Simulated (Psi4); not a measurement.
# UHSE06/6-31G(d) (spherical functions) run of CH4ClGeO (SMILES [CH3][Ge]([OH])[Cl])

What is the energy change on altering one bond length of CH4ClGeO at UHSE06/6-31G* (spherical functions)? 

The results are computed with Psi4 1.11.

1 further run of the same task is left out (set aside as unsound or not needed). Runs told in other sessions of the task aren't counted.

**1. Starting point**

CH4ClGeO: 8 atoms, total charge 0, spin state doublet. As SMILES, `[CH3][Ge]([OH])[Cl]`. The coordinates come from a PBE0-D4/def2-TZVP relaxation. This is one conformer, not always the lowest.

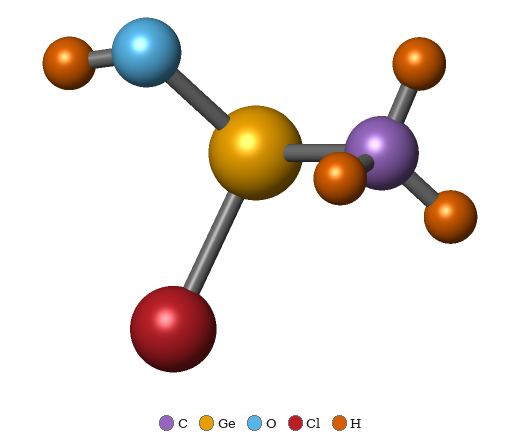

Viewed from a chosen angle; carbon purple, germanium amber, oxygen blue, chlorine red, hydrogen orange.

**2. Energy and forces at UHSE06/6-31G(d) (spherical functions)**

ch4clgeo.inp reads:

```
memory 2200 mb

molecule geom {
  0 2
  C
  Ge 1 r2
  O 2 r3 1 a3
  Cl 2 r4 3 a4 1 d4
  H 1 r5 2 a5 3 d5
  H 1 r6 5 a6 2 d6
  H 1 r7 5 a7 6 d7
  H 3 r8 2 a8 1 d8

  r2 = 1.958491
  r3 = 1.779622
  a3 = 104.76059
  r4 = 2.18426
  a4 = 106.92189
  d4 = 115.56571
  r5 = 1.089691
  a5 = 109.18388
  d5 = -62.43092
  r6 = 1.091562
  a6 = 110.03044
  d6 = -117.36541
  r7 = 1.088647
  a7 = 110.24031
  d7 = -121.80775
  r8 = 0.961049
  a8 = 113.17139
  d8 = -160.4348
  units angstrom
  symmetry c1
}

set globals {
  basis 6-31G*
  reference uks
  puream true
  e_convergence 1e-09
  d_convergence 1e-08
  scf_type pk
  dft_radial_points 99
  dft_spherical_points 590
  maxiter 100
}

result, w = gradient("hse06", return_wfn=True)
print_variables()
```

Run with:

```
$ psi4 -n 1 ch4clgeo.inp ch4clgeo.out
```

ch4clgeo.out:

```text
[...]
  Running in c1 symmetry.
[...]
  Nuclear repulsion =  363.285780138025075
[...]
  Multiplicity = 2
[...]
  Nalpha       = 34
  Nbeta        = 33
[...]
    Number of basis functions: 86
[...]
   @UKS iter   1: -2650.63086680820834   -2.16800e+00   3.18631e-02 DIIS/ADIIS
[...]
   @UKS iter  14: -2652.14923157430621    2.27374e-12   5.16449e-09 DIIS
[...]
   @S^2 Observed:                7.524900839E-01
[...]
    Orbital Energies [Eh]
    ---------------------
    Alpha Occupied:
       1A   -399.118047     2A   -101.671294     3A    -49.960031
       4A    -44.437205     5A    -44.436341     6A    -44.435433
       7A    -19.218485     8A    -10.228359     9A     -9.495681
      10A     -7.227210    11A     -7.220805    12A     -7.220357
      13A     -6.326524    14A     -4.479316    15A     -4.477459
      16A     -4.474410    17A     -1.257985    18A     -1.253912
      19A     -1.251788    20A     -1.250431    21A     -1.249299
      22A     -1.008238    23A     -0.814109    24A     -0.725244
      25A     -0.549076    26A     -0.461663    27A     -0.428928
      28A     -0.420589    29A     -0.373895    30A     -0.356012
      31A     -0.343823    32A     -0.313872    33A     -0.306791
      34A     -0.213946
[...]
  @UKS Final Energy: -2652.14923157430621
   => Energetics <=
    Nuclear Repulsion Energy =            363.2857801380250748
    One-Electron Energy =               -4411.0971013784273964
    Two-Electron Energy =                1489.0738358024495938
    DFT Exchange-Correlation Energy =     -93.4117461363536279
    Empirical Dispersion Energy =           0.0000000000000000
    VV10 Nonlocal Energy =                  0.0000000000000000
    Total Energy =                      -2652.1492315743062136
  UHF NO Occupations:
  HONO-2 :   32  A 1.9997381
  HONO-1 :   33  A 1.9992470
[...]
 Multipole Moments:
 ------------------------------------------------------------------------------------
     Multipole            Electronic (a.u.)      Nuclear  (a.u.)        Total (a.u.)
 ------------------------------------------------------------------------------------
 L = 1.  Multiply by 2.5417464519 to convert [e a0] to [Debye]
 Dipole X            :          2.1764073           -1.6435446            0.5328627
 Dipole Y            :          2.4546396           -2.5595423           -0.1049027
 Dipole Z            :          5.4385743           -5.7336452           -0.2950709
 Magnitude           :                                                    0.6180728
[...]
  -Total Gradient:
     Atom            X                  Y                   Z
    ------   -----------------  -----------------  -----------------
       1        0.000883789716     0.000373549412     0.000902526315
       2       -0.005471458103    -0.003006349655    -0.000737102214
       3       -0.002242125985     0.005689360784     0.006133648792
       4        0.005234752545    -0.002436248881    -0.001429042768
       5       -0.001526816341     0.000788788603     0.000370431056
       6        0.001131236233     0.000761463910     0.000614131696
       7        0.000063746763    -0.001771006371     0.000504986280
       8        0.001901404154    -0.000423826398    -0.006335926548
[...]
```

Run time: 47 s. Hardware: 1 thread of AMD EPYC 9R45 (Zen 5), shared host; peak memory 1.2 GiB.

**3. The distorted shape: the energy at UHSE06/6-31G(d) (spherical functions)**

calc.dat reads:

```
memory 2.2 GB

molecule molecule1 {
  0 2
  C     -0.342823     1.520425    -0.228087
  Ge    -1.074323    -0.268175     0.090513
  O      0.714600    -1.504600     0.880000
  Cl    -1.659923    -1.146775    -1.821587
  H      0.006677     1.937725     0.715913
  H      0.494077     1.407925    -0.919787
  H     -1.107623     2.161525    -0.663087
  H      0.584600    -2.453200     0.797100
  symmetry c1
  no_reorient
  no_com
}

set {
  basis 6-31G*
  reference uks
  puream true
  e_convergence 1e-09
  d_convergence 1e-08
  scf_type pk
  dft_radial_points 99
  dft_spherical_points 590
  maxiter 100
}

E, wfn = energy('hse06', return_wfn=True)
print_variables()
```

Run with:

```
$ psi4 -n 1 calc.dat calc.out
```

calc.out:

```text
[...]
  Running in c1 symmetry.
[...]
  Nuclear repulsion =  339.881612283033803
[...]
  Multiplicity = 2
[...]
  Nalpha       = 34
  Nbeta        = 33
[...]
    Number of basis functions: 86
[...]
   @UKS iter   1: -2650.45986577772328   -2.40054e+00   3.20851e-02 DIIS/ADIIS
[...]
   @UKS iter  20: -2652.09620907120689   -2.72848e-12   5.45371e-09 DIIS
[...]
   @S^2 Observed:                7.681440494E-01
[...]
    Orbital Energies [Eh]
    ---------------------
    Alpha Occupied:
       1A   -399.138960     2A   -101.684700     3A    -49.980187
       4A    -44.457500     5A    -44.456691     6A    -44.455409
       7A    -19.194692     8A    -10.239805     9A     -9.508942
      10A     -7.240314    11A     -7.234253    12A     -7.233484
      13A     -6.343343    14A     -4.496029    15A     -4.494443
      16A     -4.489911    17A     -1.270709    18A     -1.269337
      19A     -1.266034    20A     -1.265428    21A     -1.264736
      22A     -0.948559    23A     -0.826251    24A     -0.736807
      25A     -0.517167    26A     -0.442986    27A     -0.438804
      28A     -0.418077    29A     -0.369835    30A     -0.339897
      31A     -0.335474    32A     -0.310474    33A     -0.273417
      34A     -0.236048
[...]
  @UKS Final Energy: -2652.09620907120689
   => Energetics <=
    Nuclear Repulsion Energy =            339.8816122830338031
    One-Electron Energy =               -4363.9579178429357853
    Two-Electron Energy =                1465.3066393482977219
    DFT Exchange-Correlation Energy =     -93.3265428596026396
    Empirical Dispersion Energy =           0.0000000000000000
    VV10 Nonlocal Energy =                  0.0000000000000000
    Total Energy =                      -2652.0962090712068857
  UHF NO Occupations:
  HONO-2 :   32  A 1.9994980
  HONO-1 :   33  A 1.9917283
[...]
 Multipole Moments:
 ------------------------------------------------------------------------------------
     Multipole            Electronic (a.u.)      Nuclear  (a.u.)        Total (a.u.)
 ------------------------------------------------------------------------------------
 L = 1.  Multiply by 2.5417464519 to convert [e a0] to [Debye]
 Dipole X            :        111.0830058         -111.4171828           -0.3341769
 Dipole Y            :         53.5671328          -52.7933733            0.7737595
 Dipole Z            :         42.6101123          -42.4601543            0.1499580
 Magnitude           :                                                    0.8560756
[...]
```

Run time: 47 s. Hardware: 1 thread of AMD EPYC 9R45 (Zen 5), shared host; peak memory 1.2 GiB.

**4. What came out**

Level: UHSE06/6-31G* (spherical functions).

| quantity | value |
| --- | --- |
| first shape: total energy | -2652.14923 Eh |
| first shape: dipole moment | 1.57 D |
| first shape: HOMO energy (highest over α and β) | -5.82 eV |
| first shape: LUMO energy (lowest over α and β) | -3.44 eV |
| first shape: ⟨S²⟩ | 0.752 |
| first shape: largest force on an atom | 0.445 eV/Å |
| distorted shape: total energy | -2652.09621 Eh |
| distorted shape: dipole moment | 2.18 D |
| distorted shape: HOMO energy (highest over α and β) | -6.42 eV |
| distorted shape: LUMO energy (lowest over α and β) | -4.18 eV |
| distorted shape: ⟨S²⟩ | 0.768 |
| energy change with the Ge2–O3 bond stretched from 1.780 to 2.313 Å | 1.443 eV |

In words: With the Ge2–O3 bond stretched from 1.780 to 2.313 Å the energy rises by 1.44 eV (33 kcal/mol). The first shape isn't relaxed at this level, so the change isn't measured from a minimum. The largest force (first shape) is 0.45 eV/Å: the shape isn't a stationary point for this species at this level. With no_com the log's rotational constants are taken about the origin, not the centre of mass, so they aren't the molecule's.
